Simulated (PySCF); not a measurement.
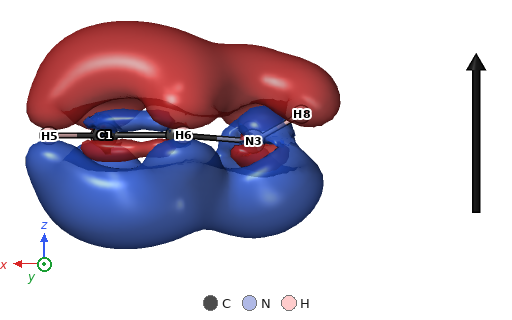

*C2H5N, SMILES `C=CN`. Change of the electron density in a uniform field of 0.21 V/Å along +z (arrow), surfaces at ±0.0008 e/Å³ (blue: gain, red: loss).*

PySCF calculation, PBE0/def2-TZVP, gas phase; geometry: GFN2-xTB. No frequency check shows the geometry to be a minimum. A basis without diffuse functions makes polarisabilities too small.

The calculation's input:

```python
import numpy as np
from pyscf import gto, scf, dft
from pyscf.scf import atom_ks, atom_hf
from scipy.linalg import block_diag

def solve(mol, dm0=None, hcore=None):
    mf = (dft.UKS if mol.spin else dft.RKS)(mol, xc='pbe0')
    mf.grids.level = 3
    mf = mf.density_fit(auxbasis='def2-universal-jkfit')
    mf.conv_tol, mf.max_cycle = 1e-8, 80
    if hcore is not None:
        mf.get_hcore = lambda *args: hcore
    mf.kernel(dm0)
    if not mf.converged:
        mf = mf.newton().run(mf.mo_coeff, mf.mo_occ, max_cycle=30)
    assert mf.converged, 'SCF not converged'
    return mf

mol = gto.M(atom='''
C      1.23270    -0.19621     0.01481
C      0.06848     0.43952     0.00219
N     -1.16889    -0.17240    -0.08227
H      1.28808    -1.27164     0.02603
H      2.16260     0.33920    -0.00306
H      0.02299     1.52033    -0.01577
H     -1.16218    -1.16121     0.12081
H     -1.93639     0.32023     0.34588
''', basis='def2-tzvp', charge=0, spin=0, verbose=4)
field = np.array([0.0, 0.0, 0.004])  # atomic units
mol.set_common_orig(mol.atom_charges() @ mol.atom_coords() / mol.atom_charges().sum())
mf = solve(mol)
out = dict(dm0=mf.make_rdm1(), d0=mf.dip_moment(unit='AU'), e0=mf.e_tot)
for name, sign in (('p', 1), ('m', -1)):
    h = mf.get_hcore() + sign * np.einsum('x,xij->ij', field, mol.intor('int1e_r'))
    mi = solve(mol, mf.make_rdm1(), h)
    out.update({'dm' + name: mi.make_rdm1(), 'd' + name: mi.dip_moment(unit='AU'), 'e' + name: mi.e_tot})
# spherically averaged free atoms, for the promolecule
atm = atom_ks.get_atm_nrks(mol, xc='pbe0')
pro = block_diag(*[(atm[a[0]][2] * atm[a[0]][3]) @ atm[a[0]][2].T for a in mol._atom])
np.savez('result.npz', pro=pro, **out)
```

Launched as:

```sh
OMP_NUM_THREADS=1 python input.py
```

The run took 24 s on 1 thread of Arm Neoverse V1, on a shared host, peak memory 0.5 GiB.

Partitions, critical points and surface values were worked out afterwards from this run's density.

> What dipole is induced, and what polarisability does it imply?

The induced dipole is 0.24 D (along the field); α along this axis, from the fields in both directions, is 23 bohr³ (3.5 Å³).

> Which atoms gain and lose the most charge?

Electrons gather most on N3 (Hirshfeld charge changes by −0.003 e) and leave H8 most (+0.002 e); 0.026 electrons are displaced in all.
